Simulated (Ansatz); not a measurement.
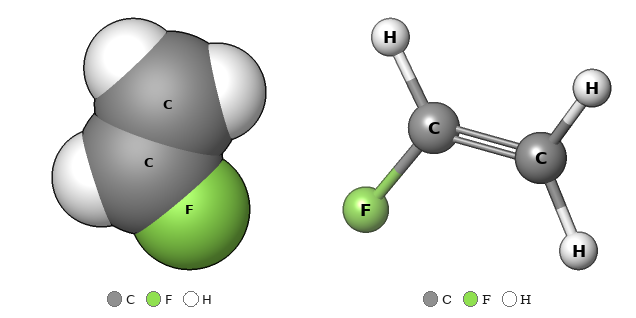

Both panels show the same species.

Computed geometry: PBE0-D4/def2-TZVP optimisation.

Identify the structure.

It has 6 atoms: 2 carbon, 3 hydrogen and 1 fluorine (C2H3F). SMILES: `C=CF`. It has no ring. Among its groups: alkene, C–F bond. This geometry has Cs symmetry. All atoms lie on one plane. Coordination: 2 C trigonal planar.

The parts below concern this one geometry. Atoms keep their numbers from picture to picture.

**Dipole moment**

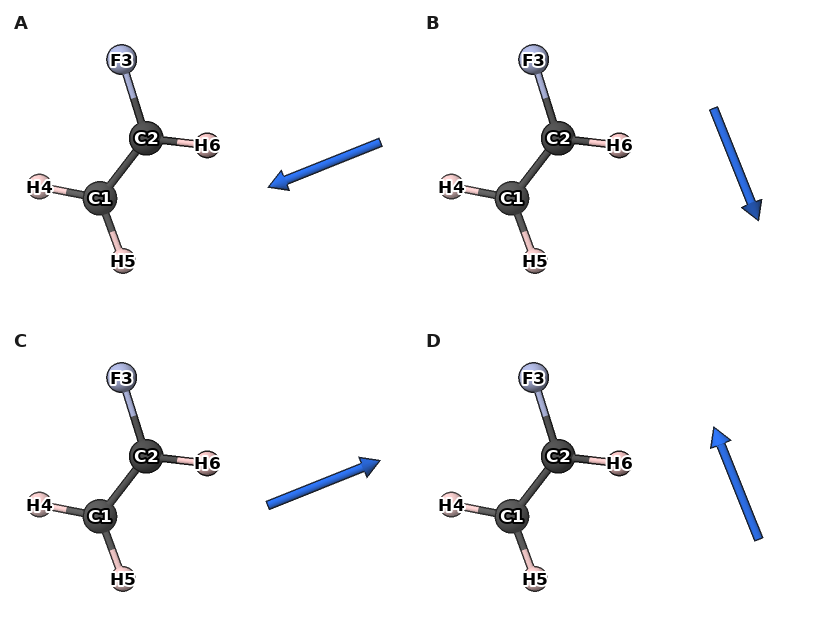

The same molecule four times, each with an arrow. Level of theory: RKS ωB97M-V/def2-TZVPP (Ansatz 0.2.0).

> Which arrow points along the dipole moment, from the negative to the positive end?

B. The dipole moment is 1.34 D; it points from the side of F3 to the side of H5 (the outermost atoms at the two ends).

**Levels of theory compared**

Program: Ansatz 0.2.0.

At this fixed geometry, give HOMO–LUMO gap (eV) at these levels: BLYP-D4/def2-TZVPP; HSE06-D4/def2-TZVPP; r2SCAN0-D4/def2-TZVPP; r2SCANh-D4/def2-TZVPP; revPBE-D4/def2-TZVPP; ωB97M-V/def2-QZVPP.

```tsv
level	HOMO–LUMO gap (eV)
BLYP-D4/def2-TZVPP	5.66
HSE06-D4/def2-TZVPP	7.22
r2SCAN0-D4/def2-TZVPP	8.33
r2SCANh-D4/def2-TZVPP	7.05
revPBE-D4/def2-TZVPP	5.72
ωB97M-V/def2-QZVPP	12.30
```

**Charges**

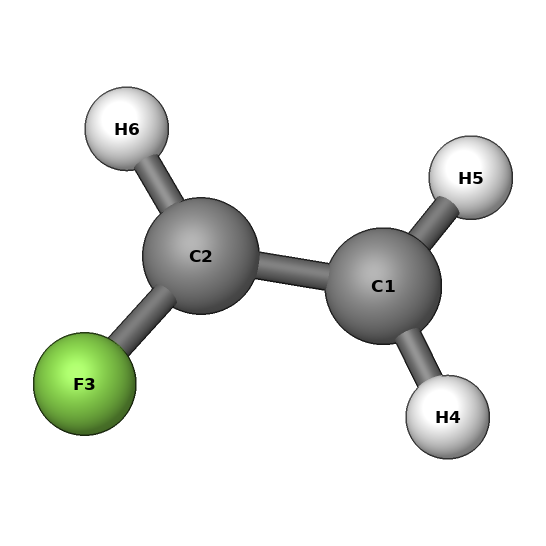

The questions are on Mulliken charges. Properties computed with RKS PBE-D4/def2-TZVPP (Ansatz 0.2.0).

List the Mulliken charges.

```json
{"atom": "C1", "value (e)": "−0.21"}
{"atom": "C2", "value (e)": "0.08"}
{"atom": "F3", "value (e)": "−0.16"}
{"atom": "H4", "value (e)": "0.09"}
{"atom": "H5", "value (e)": "0.10"}
{"atom": "H6", "value (e)": "0.09"}
```

Mulliken values depend strongly on the basis set and can even reverse the polarity of a bond.
